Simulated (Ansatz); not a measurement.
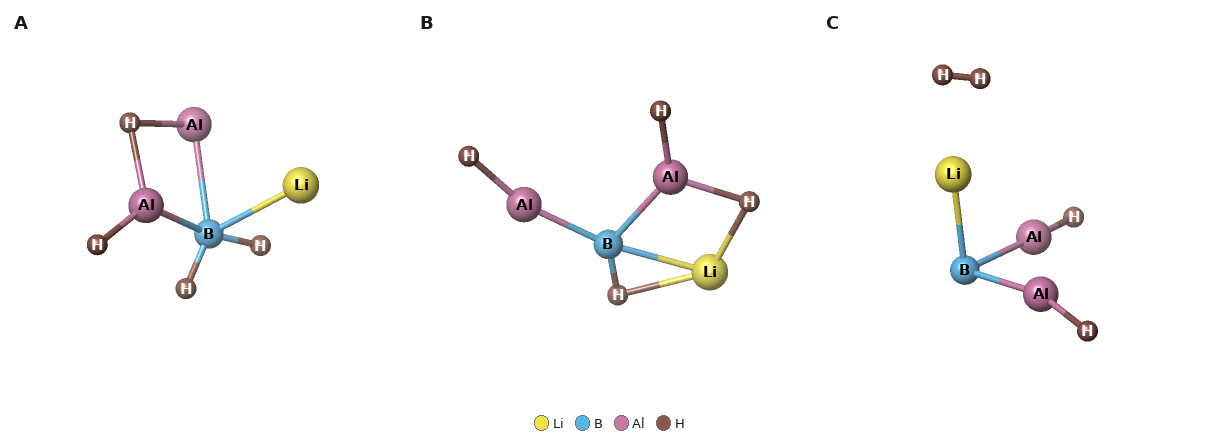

3 stationary structures of one formula. Geometries: PBE-D4/def2-SVP. Electronic energies: PBE-D4/def2-SVP (Ansatz 0.2.0), without zero-point energy. No frequency run is at hand to confirm each as a minimum. Each is one conformer, not always the lowest.

Which is lowest in energy, and by how much?

Answer. A is lowest (C1); B lies 47.8 kJ/mol above it (Cs), C lies 192.9 kJ/mol above it.
